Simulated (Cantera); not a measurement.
Charge: 1 mol Cu₂O, a varied amount of CO, at 1825 °C and 0.100 bar.

These are equilibrium values from Cantera (NASA tables, ideal gas, pure condensed phases), not measurements of a reactor. Candidate condensed phases: C, Cu, CuO, Cu₂O; 15 gas species. Kinetics and transport are ignored.

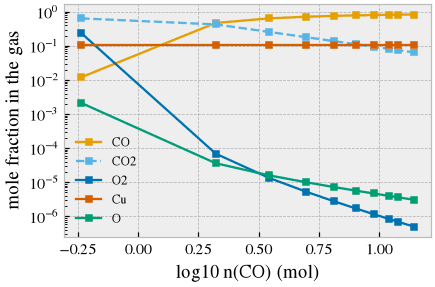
Equilibrium gas composition (values under 1e-9 drawn at 1e-9)

Q: Read off the mole fractions at 5 mol CO.

A: CO about 0.72, CO₂ about 0.18, Cu about 0.10, O about 9.9e-6, O₂ about 5.2e-6.
